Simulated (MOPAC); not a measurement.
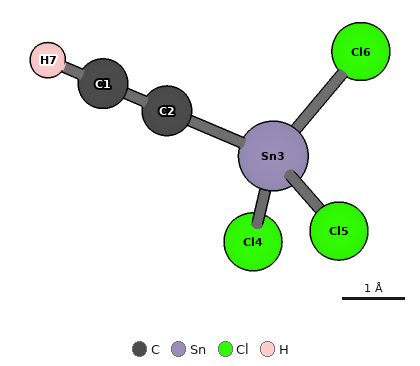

*The structure as given in the input (ball-and-stick view, seen at a tilt; atoms are numbered from 1 in the order of the input). Sticks mark near contacts.*

Frequency calculation, with input and output: C₂HCl₃Sn (part 1 of 2)

C₂HCl₃Sn, computed with PM6-DH2X, closed shell, dispersion DH2X (MOPAC 23.2.5).

The geometry was optimised with PM6-DH2X.

Output
```
MOPAC v23.2.5
PM6-DH2X CALCULATION RESULTS

 *  PM6-DH2X   - CORRECT DISPERSION, HALOGEN AND HYDROGEN BOND TERMS USING PM6-DH2X
 *
 *
 *
 *                 CHARGE ON SYSTEM = 0
 *
 *
 *
 *  FORCE      - FORCE CALCULATION SPECIFIED
 *  THREADS=1  - MULTI-THREADING NOT USED
 *  AUX        - OUTPUT AUXILIARY INFORMATION
 *  THERMO     - THERMODYNAMIC QUANTITIES TO BE CALCULATED
force charge=0 thermo pm6-dh2x aux(precision=6) t=10m threads=1
 job C2HCl3Sn
 C#[C][Sn]([Cl])([Cl])[Cl]
   ATOM   CHEMICAL          X               Y               Z
  NUMBER   SYMBOL      (ANGSTROMS)     (ANGSTROMS)     (ANGSTROMS)

     1       C          1.60879200  *  -1.38582600  *   0.61746300  *
     2       C          0.73627800  *  -0.63367300  *   0.27438000  *
     3      Sn         -0.71440900  *   0.62114200  *  -0.29663600  *
     4      Cl         -2.55546600  *  -0.54237700  *  -1.10185000  *
     5      Cl          0.02629700  *   2.03729600  *  -1.98130900  *
     6      Cl         -1.42429400  *   1.93685400  *   1.48020000  *
     7       H          2.36235900  *  -2.03651700  *   0.91392100  *

          CARTESIAN COORDINATES

    NO.       ATOM           X           Y           Z

     1         C          1.6088     -1.3858      0.6175
     2         C          0.7363     -0.6337      0.2744
     3        Sn         -0.7144      0.6211     -0.2966
     4        Cl         -2.5555     -0.5424     -1.1018
     5        Cl          0.0263      2.0373     -1.9813
     6        Cl         -1.4243      1.9369      1.4802
     7         H          2.3624     -2.0365      0.9139

           Empirical Formula: C2 H Sn Cl3  =     7 atoms

      MOLECULAR POINT GROUP   :   C3v

      RHF CALCULATION, NO. OF DOUBLY OCCUPIED LEVELS = 17

          *********************************************
          *                                           *
          *                 WARNING                   *
          *                                           *
          *********************************************

          Dispersion parameters missing for Tin

          *********************************************
          *                                           *
          *              END OF WARNING               *
          *                                           *
          *********************************************

          HEAT OF FORMATION =     -22.739310 KCALS/MOLE

          CARTESIAN COORDINATE DERIVATIVES

   NUMBER  ATOM         X            Y            Z

     1       C      0.032743     0.084830    -0.000335
     2       C     -0.022475    -0.068721     0.003222
     3      Sn     -0.006828    -0.018289     0.000341
     4      Cl      0.008223     0.017879    -0.003137
     5      Cl     -0.005792     0.004084     0.006607
     6      Cl      0.000870     0.001349    -0.006556
     7       H     -0.006729    -0.021100    -0.000112

 DIPOLE           X         Y         Z       TOTAL
 POINT-CHG.    -3.807    -0.009    -0.000     3.807
 HYBRID        -0.091     0.000    -0.000     0.091
 SUM           -3.898    -0.009    -0.000     3.898

          GRADIENT NORM =   0.12213

          MOLECULAR WEIGHT =  250.08

          ROTATIONAL CONSTANTS IN CM(-1)

          A =    0.03373668   B =    0.03297696   C =    0.03297212

           PRINCIPAL MOMENTS OF INERTIA IN UNITS OF 10**(-40)*GRAM-CM**2

          A =      829.7423   B =      848.8578   C =      848.9826

          ORIENTATION OF MOLECULE IN FORCE CALCULATION

    NO.       ATOM         X         Y         Z

     1          C      -3.2905   -0.0037   -0.0000
     2          C      -2.0885   -0.0037   -0.0000
     3         Sn      -0.0872   -0.0005   -0.0000
     4         Cl       0.7510   -2.1203    0.4421
     5         Cl       0.7422    1.4453    1.6168
     6         Cl       0.7443    0.6795   -2.0588
     7          H      -4.3293   -0.0046   -0.0000

    FIRST DERIVATIVES WILL BE USED IN THE CALCULATION OF SECOND DERIVATIVES

          ESTIMATED TIME TO COMPLETE CALCULATION =        0.49 SECONDS

    FOR POINT-GROUP C3v  THERE ARE   6 UNIQUE SYMMETRY FUNCTIONS.

 STEP:   1 TIME =     0.01 SECS, INTEGRAL =      0.01 TIME LEFT:    599.98
 STEP:   2 TIME =     0.01 SECS, INTEGRAL =      0.02 TIME LEFT:    599.96
 STEP:   3 TIME =     0.02 SECS, INTEGRAL =      0.04 TIME LEFT:    599.95
 STEP:   4 TIME =     0.01 SECS, INTEGRAL =      0.05 TIME LEFT:    599.94
 STEP:   5 TIME =     0.02 SECS, INTEGRAL =      0.07 TIME LEFT:    599.92
 STEP:   6 TIME =     0.01 SECS, INTEGRAL =      0.08 TIME LEFT:    599.91
 STEP:   7 TIME =     0.01 SECS, INTEGRAL =      0.09 TIME LEFT:    599.90
 STEP:   8 TIME =     0.02 SECS, INTEGRAL =      0.11 TIME LEFT:    599.88
 STEP:   9 TIME =     0.01 SECS, INTEGRAL =      0.12 TIME LEFT:    599.87
 STEP:  10 TIME =     0.01 SECS, INTEGRAL =      0.13 TIME LEFT:    599.86
 STEP:  11 TIME =     0.01 SECS, INTEGRAL =      0.14 TIME LEFT:    599.85
 STEP:  12 TIME =     0.01 SECS, INTEGRAL =      0.15 TIME LEFT:    599.84
 STEP:  13                       INTEGRAL =      0.15 TIME LEFT:    599.84
 STEP:  14                       INTEGRAL =      0.15 TIME LEFT:    599.84
 STEP:  15                       INTEGRAL =      0.15 TIME LEFT:    599.84
 STEP:  16                       INTEGRAL =      0.15 TIME LEFT:    599.84
 STEP:  17                       INTEGRAL =      0.15 TIME LEFT:    599.84
 STEP:  18                       INTEGRAL =      0.15 TIME LEFT:    599.84
 STEP:  19 TIME =     0.01 SECS, INTEGRAL =      0.16 TIME LEFT:    599.82
 STEP:  20 TIME =     0.02 SECS, INTEGRAL =      0.18 TIME LEFT:    599.81
 STEP:  21 TIME =     0.01 SECS, INTEGRAL =      0.19 TIME LEFT:    599.80

(To convert to Hartree/Bohr^2, multiply by (10^(-21) x N x a0^2)/(4.184 x 627.51) =  0.0642)

           FORCE MATRIX IN MILLIDYNES/ANGSTROM

                  C  1       C  2      Sn  3      Cl  4      Cl  5      Cl  6
 ------------------------------------------------------------------------------
     C    1  23.564156
     C    2  19.286219  21.965336
    Sn    3   0.410725   2.080073   5.509141
    Cl    4   0.009433   0.145282   1.962973   2.231861
    Cl    5   0.009395   0.145436   1.962597   0.152336   2.231861
    Cl    6   0.009423   0.145384   1.962644   0.152252   0.152336   2.231861
     H    7   3.911226   0.519787   0.118532   0.014415   0.014420   0.014454

                  H  7
 ------------------
     H    7   4.369287

          HEAT OF FORMATION =     -22.739310 KCALS/MOLE

          ZERO POINT ENERGY      13.820 KCAL/MOL

           NORMAL COORDINATE ANALYSIS (Total motion = 1 Angstrom)

   Root No.       1         2         3         4         5         6         7         8

                 1 E       1 E       2 E       2 E       1 A1      3 E       3 E       2 A1

                  77.9      77.9     104.4     104.4     113.6     349.3     349.3     356.0

           1    0.0008    0.0024   -0.0016    0.0006    0.1118   -0.0006   -0.0011    0.0952
           2    0.0627    0.2293   -0.1543    0.0513   -0.0004   -0.0532   -0.1030    0.0021
           3    0.2293   -0.0629    0.0512    0.1544   -0.0000   -0.1026    0.0532    0.0000
           4    0.0003    0.0009   -0.0001    0.0000    0.1112    0.0019    0.0032    0.0914
           5    0.0232    0.0859   -0.0061    0.0026   -0.0007    0.1576    0.3055    0.0008
           6    0.0858   -0.0234    0.0020    0.0077   -0.0000    0.3062   -0.1574    0.0003
           7   -0.0001   -0.0002    0.0009   -0.0003    0.1146   -0.0000    0.0000    0.0492
           8   -0.0056   -0.0199    0.0809   -0.0264   -0.0012   -0.0005   -0.0011   -0.0005
           9   -0.0200    0.0056   -0.0269   -0.0794   -0.0001   -0.0010    0.0005   -0.0000
          10    0.0075    0.1239   -0.0109    0.0016   -0.1557    0.0086    0.0317   -0.0767
          11   -0.0120    0.0286    0.0748    0.0377   -0.0953   -0.0109   -0.0474    0.2041
          12   -0.0640   -0.0028    0.0077    0.2095    0.0202    0.0105    0.0080   -0.0425
          13   -0.1113   -0.0556    0.0034   -0.0101   -0.1531   -0.0324   -0.0086   -0.0770
          14    0.0405   -0.0327   -0.1283   -0.1077    0.0674   -0.0336   -0.0023   -0.1387
          15    0.0010    0.0483    0.1559    0.0101    0.0738   -0.0339   -0.0152   -0.1554
          16    0.1037   -0.0688    0.0053    0.0094   -0.1538    0.0234   -0.0237   -0.0769
          17   -0.0416   -0.0458   -0.1552    0.1376    0.0324    0.0164   -0.0047   -0.0651
          18    0.0134   -0.0322   -0.0940   -0.0163   -0.0938   -0.0316    0.0351    0.1979
          19    0.0012    0.0036   -0.0029    0.0011    0.1129   -0.0023   -0.0039    0.0978
          20    0.0941    0.3433   -0.2716    0.0900   -0.0001   -0.1933   -0.3745    0.0032
          21    0.3435   -0.0943    0.0902    0.2705   -0.0000   -0.3742    0.1933   -0.0001

   Root No.       9        10        11        12        13        14        15

                 4 E       4 E       3 A1      5 E       5 E       4 A1      5 A1

                 373.3     373.4     462.5     874.5     874.5    2312.4    2863.9

           1   -0.0004   -0.0005    0.3029   -0.0005   -0.0012   -0.1973   -0.1214
           2   -0.0347   -0.0493   -0.0019   -0.0398   -0.1142    0.0019    0.0013
           3   -0.0496    0.0361   -0.0001   -0.1142    0.0398    0.0001    0.0001
           4    0.0010    0.0013    0.2865    0.0002    0.0005    0.2551    0.0541
           5    0.0849    0.1219   -0.0022    0.0148    0.0425   -0.0029   -0.0006
           6    0.1152   -0.0888   -0.0001    0.0425   -0.0148   -0.0002   -0.0000
           7   -0.0008   -0.0010   -0.0657    0.0000    0.0000   -0.0011   -0.0002
           8   -0.0656   -0.0940    0.0007    0.0002    0.0006    0.0000    0.0000
           9   -0.0900    0.0686    0.0000    0.0006   -0.0002    0.0000    0.0000
          10   -0.0343   -0.0809    0.0028   -0.0000   -0.0001   -0.0000    0.0000
          11    0.0927    0.2200   -0.0126   -0.0000    0.0000    0.0002   -0.0000
          12   -0.0208   -0.0472    0.0025   -0.0001    0.0000   -0.0000    0.0000
          13    0.0871    0.0100    0.0045    0.0001    0.0000   -0.0003    0.0000
          14    0.1564    0.0159    0.0080    0.0000   -0.0000   -0.0001    0.0000
          15    0.1726    0.0210    0.0093    0.0000    0.0001   -0.0001    0.0000
          16   -0.0504    0.0739    0.0041   -0.0001    0.0000   -0.0002    0.0000
          17   -0.0434    0.0587    0.0035   -0.0001   -0.0001    0.0000    0.0000
          18    0.1317   -0.1887   -0.0119    0.0000   -0.0000    0.0002   -0.0000
          19   -0.0013   -0.0016    0.3057    0.0034    0.0083   -0.5457    0.8242
          20   -0.1093   -0.1562   -0.0015    0.2739    0.7868    0.0055   -0.0089
          21   -0.1527    0.1140   -0.0001    0.7868   -0.2739    0.0003   -0.0005

           MASS-WEIGHTED COORDINATE ANALYSIS (NORMAL COORDINATES)

   Root No.       1         2         3         4         5         6         7         8

                 1 E       1 E       2 E       2 E       1 A1      3 E       3 E       2 A1

                  77.9      77.9     104.4     104.4     113.6     349.3     349.3     356.0

           1    0.0020    0.0059   -0.0028    0.0011    0.1662   -0.0016   -0.0026    0.1375
           2    0.1518    0.5571   -0.2647    0.0897   -0.0006   -0.1318   -0.2555    0.0031
           3    0.5550   -0.1528    0.0879    0.2696   -0.0001   -0.2541    0.1321    0.0000
           4    0.0007    0.0022   -0.0001    0.0001    0.1652    0.0046    0.0080    0.1321
           5    0.0562    0.2088   -0.0105    0.0045   -0.0010    0.3905    0.7577    0.0012
           6    0.2075   -0.0568    0.0034    0.0135   -0.0001    0.7586   -0.3904    0.0004
           7   -0.0006   -0.0017    0.0047   -0.0018    0.5355   -0.0001    0.0000    0.2234
           8   -0.0424   -0.1521    0.4362   -0.1450   -0.0058   -0.0042   -0.0082   -0.0021
           9   -0.1521    0.0424   -0.1451   -0.4359   -0.0003   -0.0080    0.0043   -0.0002
          10    0.0311    0.5170   -0.0321    0.0047   -0.3974    0.0368    0.1351   -0.1905
          11   -0.0500    0.1193    0.2204    0.1132   -0.2433   -0.0464   -0.2019    0.5068
          12   -0.2659   -0.0117    0.0226    0.6283    0.0517    0.0448    0.0341   -0.1055
          13   -0.4628   -0.2321    0.0099   -0.0304   -0.3908   -0.1378   -0.0367   -0.1912
          14    0.1683   -0.1365   -0.3782   -0.3231    0.1720   -0.1429   -0.0099   -0.3442
          15    0.0040    0.2015    0.4594    0.0303    0.1884   -0.1441   -0.0647   -0.3857
          16    0.4310   -0.2870    0.0156    0.0282   -0.3926    0.0997   -0.1011   -0.1909
          17   -0.1729   -0.1910   -0.4574    0.4127    0.0828    0.0698   -0.0201   -0.1615
          18    0.0558   -0.1343   -0.2771   -0.0488   -0.2395   -0.1344    0.1497    0.4913
          19    0.0008    0.0026   -0.0014    0.0006    0.0486   -0.0017   -0.0028    0.0409
          20    0.0660    0.2416   -0.1350    0.0455   -0.0001   -0.1387   -0.2691    0.0014
          21    0.2408   -0.0664    0.0448    0.1368   -0.0000   -0.2686    0.1389   -0.0000

   Root No.       9        10        11        12        13        14        15

                 4 E       4 E       3 A1      5 E       5 E       4 A1      5 A1

                 373.3     373.4     462.5     874.5     874.5    2312.4    2863.9

           1   -0.0006   -0.0007    0.6375   -0.0018   -0.0044   -0.5493   -0.4442
           2   -0.0531   -0.0723   -0.0040   -0.1461   -0.4171    0.0052    0.0049
           3   -0.0759    0.0528   -0.0002   -0.4171    0.1461    0.0003    0.0003
           4    0.0015    0.0019    0.6029    0.0007    0.0016    0.7102    0.1978
           5    0.1300    0.1785   -0.0047    0.0544    0.1552   -0.0081   -0.0021
           6    0.1764   -0.1301   -0.0003    0.1552   -0.0544   -0.0004   -0.0001
           7   -0.0037   -0.0045   -0.4343    0.0000    0.0001   -0.0093   -0.0024
           8   -0.3157   -0.4330    0.0049    0.0024    0.0069    0.0000    0.0000
           9   -0.4334    0.3157    0.0003    0.0069   -0.0024    0.0000    0.0000
          10   -0.0904   -0.2036    0.0101   -0.0001   -0.0004   -0.0000    0.0001
          11    0.2438    0.5538   -0.0455   -0.0001    0.0002    0.0011   -0.0002
          12   -0.0546   -0.1188    0.0091   -0.0005    0.0000   -0.0002    0.0000
          13    0.2292    0.0252    0.0164    0.0004    0.0002   -0.0014    0.0002
          14    0.4113    0.0401    0.0288    0.0003   -0.0003   -0.0003    0.0001
          15    0.4539    0.0528    0.0336    0.0000    0.0004   -0.0006    0.0001
          16   -0.1325    0.1861    0.0147   -0.0003    0.0003   -0.0010    0.0002
          17   -0.1141    0.1478    0.0128   -0.0003   -0.0004    0.0000    0.0000
          18    0.3466   -0.4749   -0.0429    0.0001   -0.0003    0.0008   -0.0001
          19   -0.0006   -0.0007    0.1863    0.0036    0.0088   -0.4401    0.8737
          20   -0.0485   -0.0663   -0.0009    0.2914    0.8322    0.0045   -0.0094
          21   -0.0677    0.0484   -0.0001    0.8322   -0.2915    0.0002   -0.0005

          DESCRIPTION OF VIBRATIONS

 VIBRATION          2    1E          ATOM PAIR     ENERGY CONTRIBUTION    RADIAL
 FREQUENCY            77.94         C 1 -- Sn3         +47.6% (301.4%)      0.0%
 TRANSITION DIPOLE   0.0369         C 1 -- C 2         +32.9% (250.7%)      0.0%
 TRAVEL (Ang.)       0.4013         C 1 -- H 7          +8.8% (129.8%)      0.0%
 REDUCED MASS        5.3731         C 2 -- Sn3          +6.6% (112.3%)      0.0%
 EFFECTIVE MASS     70.3406
 FORCE CONSTANT      0.0192

 VIBRATION          4    2E          ATOM PAIR     ENERGY CONTRIBUTION    RADIAL
 FREQUENCY           104.36         C 1 -- Sn3         +30.1% (140.5%)      0.0%
 TRANSITION DIPOLE   1.2374         C 1 -- C 2         +17.5% (107.2%)      0.0%
 TRAVEL (Ang.)       0.2254         Sn3 -- Cl4         +17.5% (107.1%)      0.1%
 REDUCED MASS       12.7212         C 2 -- Sn3         +12.9% ( 92.0%)      0.0%
 EFFECTIVE MASS     78.0909         Sn3 -- Cl6         +10.3% ( 82.0%)      6.2%
 FORCE CONSTANT      0.0816
```
